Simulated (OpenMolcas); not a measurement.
**C₅H₁₂Si: single-point calculation (part 2 of 2)**

C₅H₁₂Si, multiplicity 3, SMILES C=C[Si](C)(C)C; HF/3-21G, UHF (OpenMolcas 26.06). The geometry is that of the parent species in another charge or spin state. The geometry comes from this level: PBE0-D4/def2-TZVP.

Geometry of the input (Å):
```
C  -2.4635  -0.5608  0.4411
C  -1.6000  0.0415  -0.3722
Si 0.2500  0.0980  -0.1112
C  0.6938  -0.8173  1.4613
C  0.7913  1.8894  0.0123
C  1.0951  -0.7025  -1.5817
H  -3.5338  -0.5703  0.2520
H  -2.1382  -1.0766  1.3408
H  -2.0090  0.5366  -1.2545
H  0.2185  -0.3653  2.3356
H  1.7751  -0.7929  1.6220
H  0.3894  -1.8660  1.4138
H  0.3219  2.3833  0.8667
H  1.8758  1.9638  0.1322
H  0.5170  2.4463  -0.8876
H  0.8076  -1.7526  -1.6761
H  0.8258  -0.1974  -2.5133
H  2.1832  -0.6573  -1.4811
```

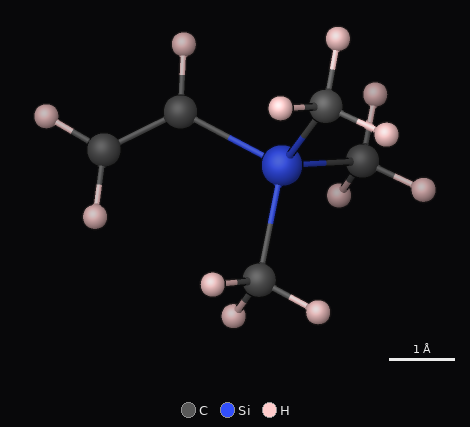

Fig. 1: The structure (ball-and-stick view, seen at a tilt).

Output, continued:
```
   9  -482.544039854 -1256.851636220   474.436090573  -1.05E-03*   2.01E-02*   7.01E-03*    1.59E-01   1.67E+02   c2DIIS       0.
  10  -482.544291440 -1256.873678461   474.457881228  -2.52E-04*   1.61E-02*   1.83E-03*    6.29E-02   1.67E+02   QNRc2DIIS    0.
  11  -482.544373729 -1256.866330918   474.450451396  -8.23E-05*   2.51E-02*   9.73E-04*    3.68E-02   1.67E+02   QNRc2DIIS    0.
  12  -482.544422810 -1256.869126253   474.453197649  -4.91E-05*   3.06E-03*   4.88E-04*    5.46E-02   1.67E+02   QNRc2DIIS    0.
  13  -482.544424882 -1256.866465242   474.450534567  -2.07E-06*   2.12E-03*   1.45E-04*    5.31E-03   1.67E+02   QNRc2DIIS    0.
  14  -482.544425386 -1256.867776011   474.451844832  -5.04E-07*   2.66E-04*   2.57E-05*    4.29E-03   1.67E+02   QNRc2DIIS    0.
  15  -482.544425409 -1256.867712997   474.451781794  -2.33E-08*   5.33E-04*   2.76E-05*    5.16E-04   1.67E+02   QNRc2DIIS    0.
  16  -482.544425436 -1256.867690929   474.451759699  -2.70E-08*   7.39E-05*   5.26E-06*    8.86E-04   1.67E+02   QNRc2DIIS    0.
  17  -482.544425438 -1256.867599484   474.451668253  -1.35E-09*   4.23E-05*   2.37E-06*    1.42E-04   1.67E+02   QNRc2DIIS    0.
  18  -482.544425438 -1256.867545216   474.451613984  -2.93E-10*   1.21E-05*   5.95E-07*    9.93E-05   1.67E+02   QNRc2DIIS    0.
  19  -482.544425438 -1256.867574886   474.451643655  -2.55E-11    3.25E-06    2.24E-07*    2.47E-05   1.67E+02   QNRc2DIIS    0.
  20  -482.544425438 -1256.867561583   474.451630351  -2.50E-12    2.42E-06    1.18E-07*    6.03E-06   1.67E+02   QNRc2DIIS    0.
  21  -482.544425438 -1256.867565980   474.451634749  -9.09E-13    4.36E-07    2.84E-08     4.66E-06   1.67E+02   QNRc2DIIS    0.

       Convergence after  21 Iterations
--

 *****************************************************************************************************************************
 *                                             SCF/KS-DFT Program, Final results                                             *
 *                                                       Final Results                                                       *
 *****************************************************************************************************************************

::    Total SCF energy                               -482.5444254381
      One-electron energy                           -1256.8675659801
      Two-electron energy                             474.4516347486
      Nuclear repulsion energy                        299.8715057933
      Kinetic energy (interpolated)                   482.2269971032
      Virial theorem                                    1.0006582550
      Total spin, S(S+1)                                2.0189212640
      Total spin, S                                     1.0062938837
      Max non-diagonal density matrix element           0.0000001540
      Max non-diagonal Fock matrix element              0.0000000154

      All orbitals with orbital energies smaller than  E(LUMO)+0.5 are printed

++    Molecular orbitals:
      -------------------

      Title: UHF orbitals (alpha)

      Molecular orbitals for symmetry species 1: a

          Orbital            1         2         3         4         5         6         7         8         9        10
          Energy          -68.2916  -11.1607  -11.1517  -11.1397  -11.1359  -11.1358   -6.0897   -4.1865   -4.1861   -4.1852
          Occ. No.          1.0000    1.0000    1.0000    1.0000    1.0000    1.0000    1.0000    1.0000    1.0000    1.0000

          Orbital           11        12        13        14        15        16        17        18        19        20
          Energy           -1.0872   -0.9684   -0.9244   -0.9215   -0.8137   -0.6633   -0.6157   -0.5798   -0.5649   -0.5566
          Occ. No.          1.0000    1.0000    1.0000    1.0000    1.0000    1.0000    1.0000    1.0000    1.0000    1.0000

          Orbital           21        22        23        24        25        26        27        28        29        30
          Energy           -0.5429   -0.5371   -0.5348   -0.5262   -0.5177   -0.4296   -0.4239   -0.4232   -0.2376    0.2415
          Occ. No.          1.0000    1.0000    1.0000    1.0000    1.0000    1.0000    1.0000    1.0000    1.0000    0.0000

          Orbital           31        32        33        34        35        36        37        38        39        40
          Energy            0.2514    0.2688    0.2716    0.2930    0.3091    0.3175    0.3189    0.3445    0.3572    0.3575
          Occ. No.          0.0000    0.0000    0.0000    0.0000    0.0000    0.0000    0.0000    0.0000    0.0000    0.0000

          Orbital           41        42        43        44        45        46        47        48        49        50
          Energy            0.3748    0.3810    0.3904    0.4010    0.4561    0.5520    0.6275    0.6434    0.6753    0.6824
          Occ. No.          0.0000    0.0000    0.0000    0.0000    0.0000    0.0000    0.0000    0.0000    0.0000    0.0000

--

      All orbitals with orbital energies smaller than  E(LUMO)+0.5 are printed

++    Molecular orbitals:
      -------------------

      Title: UHF orbitals (beta)

      Molecular orbitals for symmetry species 1: a

          Orbital            1         2         3         4         5         6         7         8         9        10
          Energy          -68.2925  -11.1397  -11.1371  -11.1349  -11.1347  -11.1305   -6.0910   -4.1878   -4.1872   -4.1871
          Occ. No.          1.0000    1.0000    1.0000    1.0000    1.0000    1.0000    1.0000    1.0000    1.0000    1.0000

          Orbital           11        12        13        14        15        16        17        18        19        20
          Energy           -0.9835   -0.9502   -0.9233   -0.9186   -0.7346   -0.6469   -0.5979   -0.5729   -0.5598   -0.5554
          Occ. No.          1.0000    1.0000    1.0000    1.0000    1.0000    1.0000    1.0000    1.0000    1.0000    1.0000

          Orbital           21        22        23        24        25        26        27        28        29        30
          Energy           -0.5357   -0.5348   -0.5256   -0.5212   -0.4229   -0.4208   -0.4060    0.0455    0.2453    0.2470
          Occ. No.          1.0000    1.0000    1.0000    1.0000    1.0000    1.0000    1.0000    0.0000    0.0000    0.0000

          Orbital           31        32        33        34        35        36        37        38        39        40
          Energy            0.2547    0.2824    0.2992    0.3089    0.3142    0.3226    0.3296    0.3557    0.3607    0.3706
          Occ. No.          0.0000    0.0000    0.0000    0.0000    0.0000    0.0000    0.0000    0.0000    0.0000    0.0000

          Orbital           41        42        43        44        45
          Energy            0.3821    0.3869    0.4078    0.4102    0.4684
          Occ. No.          0.0000    0.0000    0.0000    0.0000    0.0000

--

++    Molecular charges:
      ------------------

      Mulliken charges per centre and basis function type
      ---------------------------------------------------

                            C1                      C2                      SI3                     C4                      C5                      C6
                     alpha        beta       alpha        beta       alpha        beta       alpha        beta       alpha        beta       alpha        beta
      1s           1.7695      1.6026      1.8075      1.6704      2.3424      2.3680      1.7751      1.7749      1.7773      1.7704      1.7773      1.7704
      2px          0.5428      0.4913      0.6312      0.6074      1.1872      1.2272      0.5691      0.5684      0.5656      0.5636      0.5773      0.5736
      2pz          0.6560      0.3627      0.6602      0.3811      1.2205      1.2246      0.6266      0.6260      0.5618      0.5589      0.6246      0.6091
      2py          0.8548      0.1377      0.8346      0.1487      1.2316      1.2312      0.5825      0.5819      0.6543      0.6348      0.5797      0.5747
      Total        3.8232      2.5943      3.9335      2.8076      5.9817      6.0511      3.5533      3.5512      3.5590      3.5278      3.5590      3.5278
      Total              6.4175                  6.7411                 12.0328                  7.1045                  7.0868                  7.0868

      Charge           -0.4175                 -0.7411                  1.9672                 -1.1045                 -1.0868                 -1.0868

                            H7                      H8                      H9                      H10                     H11                     H12
                     alpha        beta       alpha        beta       alpha        beta       alpha        beta       alpha        beta       alpha        beta
      1s           0.3382      0.4549      0.3409      0.4576      0.3413      0.4505      0.3957      0.3962      0.3935      0.3957      0.3957      0.3962
      2px          0.0000      0.0000      0.0000      0.0000      0.0000      0.0000      0.0000      0.0000      0.0000      0.0000      0.0000      0.0000
      2pz          0.0000      0.0000      0.0000      0.0000      0.0000      0.0000      0.0000      0.0000      0.0000      0.0000      0.0000      0.0000
      2py          0.0000      0.0000      0.0000      0.0000      0.0000      0.0000      0.0000      0.0000      0.0000      0.0000      0.0000      0.0000
      Total        0.3382      0.4549      0.3409      0.4576      0.3413      0.4505      0.3957      0.3962      0.3935      0.3957      0.3957      0.3962
      Total              0.7931                  0.7985                  0.7917                  0.7919                  0.7891                  0.7919

      Charge            0.2069                  0.2015                  0.2083                  0.2081                  0.2109                  0.2081

                            H13                     H14                     H15                     H16                     H17                     H18
                     alpha        beta       alpha        beta       alpha        beta       alpha        beta       alpha        beta       alpha        beta
      1s           0.3952      0.3980      0.4013      0.3980      0.3960      0.3987      0.3952      0.3980      0.3960      0.3987      0.4013      0.3980
      2px          0.0000      0.0000      0.0000      0.0000      0.0000      0.0000      0.0000      0.0000      0.0000      0.0000      0.0000      0.0000
      2pz          0.0000      0.0000      0.0000      0.0000      0.0000      0.0000      0.0000      0.0000      0.0000      0.0000      0.0000      0.0000
      2py          0.0000      0.0000      0.0000      0.0000      0.0000      0.0000      0.0000      0.0000      0.0000      0.0000      0.0000      0.0000
      Total        0.3952      0.3980      0.4013      0.3980      0.3960      0.3987      0.3952      0.3980      0.3960      0.3987      0.4013      0.3980
      Total              0.7932                  0.7993                  0.7947                  0.7932                  0.7947                  0.7993

      Charge            0.2068                  0.2007                  0.2053                  0.2068                  0.2053                  0.2007

      Total electronic charge=   56.000000

      Total            charge=   -0.000000
--

++    Molecular orbitals:
      -------------------

      Title: Natural orbitals

      Molecular orbitals for symmetry species 1: a

          Orbital            1         2         3         4         5         6         7         8         9        10
          Energy          -68.2920  -11.0919  -11.1392  -11.1325  -11.1333   -6.1303   -4.2057   -4.1842   -4.5258   -1.3688
          Occ. No.          2.0000    2.0000    2.0000    2.0000    2.0000    2.0000    2.0000    2.0000    2.0000    2.0000

          Orbital           11        12        13        14        15        16        17        18        19        20
          Energy           -8.6883   -0.5650   -2.0627   -0.7485   -0.5515   -0.7911   -0.8644   -0.5779   -0.5377   -0.5628
          Occ. No.          2.0000    2.0000    2.0000    2.0000    2.0000    2.0000    2.0000    2.0000    2.0000    2.0000

          Orbital           21        22        23        24        25        26        27        28        29        30
          Energy           -0.5798   -0.7687   -0.4525   -0.5102   -0.5688   -0.8031   -0.7595   -0.2242    0.0369    0.5142
          Occ. No.          1.9999    1.9999    1.9997    1.9990    1.9987    1.9974    1.9958    1.0000    1.0000    0.0042

          Orbital           31        32        33        34        35        36        37        38        39        40
          Energy            0.4943    0.5476    0.5584    0.4404    0.9308    0.4831    0.5712    0.5247    0.5859    0.8297
          Occ. No.          0.0026    0.0013    0.0010    0.0003    0.0001    0.0001    0.0000    0.0000    0.0000    0.0000

          Orbital           41        42        43        44        45        46        47        48        49        50
          Energy            0.7255    0.7552    0.5992    1.4319    1.3364    1.1772    0.8951    0.8163    0.9248    0.9899
          Occ. No.          0.0000    0.0000    0.0000    0.0000    0.0000    0.0000    0.0000    0.0000    0.0000    0.0000

          Orbital           51        52        53        54        55        56        57        58        59        60
          Energy            1.0193    1.5996    1.4850    1.1893    1.1967    1.2159    0.6640    0.8327    0.9637    0.6312
          Occ. No.          0.0000    0.0000    0.0000    0.0000    0.0000    0.0000    0.0000    0.0000    0.0000    0.0000

          Orbital           61        62        63        64        65        66        67        68        69        70
          Energy            0.9607    1.1171    1.1991    1.3210    1.1604    1.1207    1.2577    1.0056    1.0734    1.2426
          Occ. No.          0.0000    0.0000    0.0000    0.0000    0.0000    0.0000    0.0000    0.0000    0.0000    0.0000

          Orbital           71        72        73        74        75        76
          Energy            0.7641    1.1394    1.2613    1.1349    1.0651    1.0856
          Occ. No.          0.0000    0.0000    0.0000    0.0000    0.0000    0.0000

--

++    Molecular properties:
      ---------------------

      Charge (e):
                      =   -0.0000
      Dipole Moment (debye):
      Origin of the operator (angstrom)=   -0.0955    0.0100   -0.0343
                   X= -5.2226E-02               Y= -8.1653E-03               Z=  3.3974E-03           Total=  5.2970E-02
      Quadrupole Moment (debye*angstrom):
      Origin of the operator (angstrom)=   -0.0955    0.0100   -0.0343
                  XX= -4.7538E+01              XY= -2.1685E-01              XZ=  8.6721E-01              YY= -4.9696E+01
                  YZ= -9.1343E-01              ZZ= -4.8584E+01
      In traceless form (debye*angstrom)
                  XX=  1.6020E+00              XY= -3.2528E-01              XZ=  1.3008E+00              YY= -1.6348E+00
                  YZ= -1.3701E+00              ZZ=  3.2869E-02
--

--- Stop Module: scf /rc=_RC_ALL_IS_WELL_ ---
--- Module scf spent 4 seconds ---

.##################.
.# Happy landing! #.
.##################.

    Timing: Wall=6.76 User=5.49 System=1.26
```

Summary:

```json
{"quantity": "outcome", "value": "converged"}
{"quantity": "total energy", "value": "−482.544425 hartree"}
{"quantity": "basis functions", "value": "82"}
{"quantity": "⟨S²⟩", "value": "2.019"}
{"quantity": "dipole moment", "value": "0.05 debye"}
{"quantity": "wall time", "value": "7.2 s"}
{"quantity": "peak memory", "value": "0.46 GiB"}
```
